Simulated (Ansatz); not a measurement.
**The cluster Te2Mo: geometry, orbitals and charge**

Aim: characterise the cluster Te2Mo as a singlet: its structure, frontier levels and distribution of charge.

Computed with Ansatz 0.2.0, Gaussian basis. Level: RKS PBE0-D4/def2-TZVP.

Levels to be run: a search for the lowest solution at PBE0-D4/def2-SVP; a single point at PBE0-D4/def2-TZVP.

3 further runs of the same task are left out: 3 set aside as unsound or not needed.

## (1) The geometry

The geometry is that of the singlet, from an earlier relaxation (B3LYP-D4/def2-TZVP). At that level it is the lowest of the isomers that a small search found.

3 atoms, charge 0, spin multiplicity 1.

Atoms are counted from 1 here; the program's logs count them from 0.

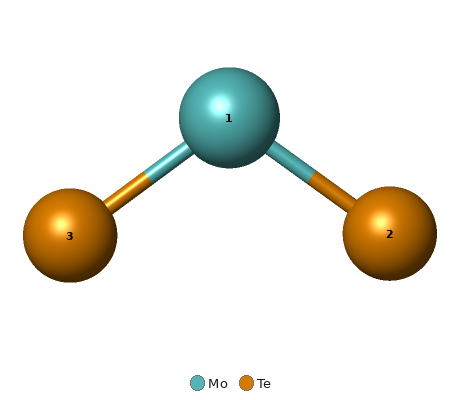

The geometry (molybdenum teal, tellurium orange); atoms are numbered from 1 in the order of the file.

Mo, Te take a core potential in the def2 sets. No spin-orbit coupling is included.

Bonds by kind at the end (by distance):

```
 bond  count  shortest (Å)  longest (Å)
Mo–Te      2         2.430        2.430
```

## (2) Searching for the lowest solution, PBE0-D4/def2-SVP

start.molden holds the orbitals of an earlier run on this state, given as this run's starting guess.

in.yaml

```yaml
crystal:
  periodic: [false, false, false]
  atoms:
    - {symbol: Mo, position_ang: [0.125974, 0.831756, 0.453700]}
    - {symbol: Te, position_ang: [-1.685762, -0.744318, 0.825900]}
    - {symbol: Te, position_ang: [1.559788, -0.087428, -1.279601]}
basis:
  gaussian: {orbitals: def2-SVP, initial_orbitals: start.molden}
hamiltonian: {xc: pbe0, dispersion: d4}
output: {orbitals: {seedname: orbitals}}
```

Launch:

```
$ ansatz run in.yaml --threads 4 --pin off --events-out ev --progress --plain --max-ram 3916MiB
```

The program printed:

```text
Functional definition: PBE0
  name "PBE0"
  cite "Adamo & Barone, J. Chem. Phys. 110, 6158 (1999) doi:10.1063/1.478522"
  cite "Perdew, Burke & Ernzerhof, Phys. Rev. Lett. 77, 3865 (1996) doi:10.1103/PhysRevLett.77.3865"
  parent pbe
  parameter a = 0.25
  parameter kappa = 0.804
  parameter beta = 0.06672455060314922
  exchange = (1 - a)*pbe_x(kappa = kappa, mu = beta*pi^2/3) + a*exact_x
  correlation = pbe_c(beta = beta)
993 factors; integrals over basis functions are off by at most 2.1e-4 eV
mean field evaluation 1: about -16434.1356 eV, gradient 7.2e1 eV
mean field evaluation 2: about -16436.9452 eV, gradient 5.1e0 eV
mean field evaluation 4: about -16438.2266 eV, gradient 9.8e0 eV
mean field evaluation 8: about -16441.5412 eV, gradient 9.2e-1 eV
mean field evaluation 16: about -16344.9101 eV, gradient 1.4e2 eV
mean field evaluation 32: about -16441.2690 eV, gradient 1.4e0 eV
mean field -16441.55962954 eV, -604.2161718964 hartree, gradient 1.2e-5 eV, S^2 0.000000; 4 other end points of the search recorded, 0 dependent functions left out
reference -16441.55965666 eV, -604.2161728927 hartree; 31, 31 occupied and 52, 52 virtual orbitals, 993 factors
Total energy: -16441.69393035 eV, -604.2211073600 hartree
```

Wall time 2.5 s (4 threads of Arm Neoverse V2, shared host).

HOMO -5.64 eV, LUMO -3.44 eV.

## (3) Single point, PBE0-D4/def2-TZVP

in.yaml, as its differences from that of step 2:

```diff
@@ -7,4 +7,5 @@
 basis:
-  gaussian: {orbitals: def2-SVP, initial_orbitals: start.molden}
+  gaussian: {orbitals: def2-TZVP, initial_orbitals: start.molden}
 hamiltonian: {xc: pbe0, dispersion: d4}
+scf: {omitted_lower_state_checks: [starts]}
 output: {orbitals: {seedname: orbitals}}
```

Same command.

The program printed, shortened:

```text
Functional definition: PBE0
  name "PBE0"
  cite "Adamo & Barone, J. Chem. Phys. 110, 6158 (1999) doi:10.1063/1.478522"
  cite "Perdew, Burke & Ernzerhof, Phys. Rev. Lett. 77, 3865 (1996) doi:10.1103/PhysRevLett.77.3865"
  parent pbe
[...]
1254 factors; their error is unknown
[...]
mean field -16442.70603605 eV, -604.2583015585 hartree, gradient 9.8e-6 eV, S^2 0.000000; 0 other end points of the search recorded, 0 dependent functions left out
reference -16442.70606288 eV, -604.2583025444 hartree; 31, 31 occupied and 109, 109 virtual orbitals, 1254 factors
Total energy: -16442.84033658 eV, -604.2632370117 hartree
Checks for a lower state left out: starts
```

It took 4 s on 4 threads of Arm Neoverse V2, shared host.

Report: HOMO -5.67 eV, LUMO -3.46 eV.

Mulliken charges, from this run's orbitals:

```
atom  value (e)
 Mo1       0.43
 Te2      -0.22
 Te3      -0.22
```

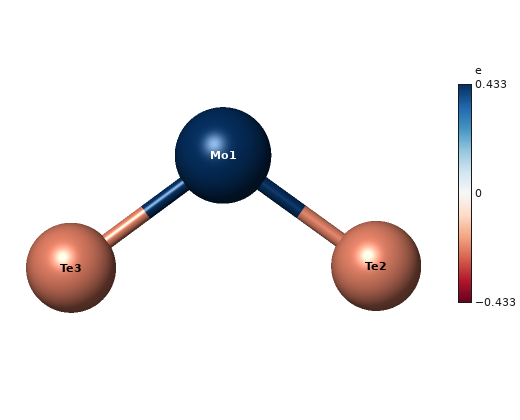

Mulliken charges, from this run's orbitals, as colours on the atoms.

Largest Mayer bond orders: Mo1–Te2 2.30; Mo1–Te3 2.30; Te2–Te3 0.29.

## (4) What came out

| quantity | value |
| --- | --- |
| point group | C2v |
| near neighbours of the metal | Te 2.43, Te 2.43 Å |
| HOMO, LUMO at PBE0-D4/def2-TZVP | -5.67, -3.46 eV |
| charge on the metal (Mulliken, PBE0-D4/def2-TZVP) | +0.43 e |

In words: No usable vibrations, so a minimum isn't proven. Whether this spin is the lowest isn't tested here.
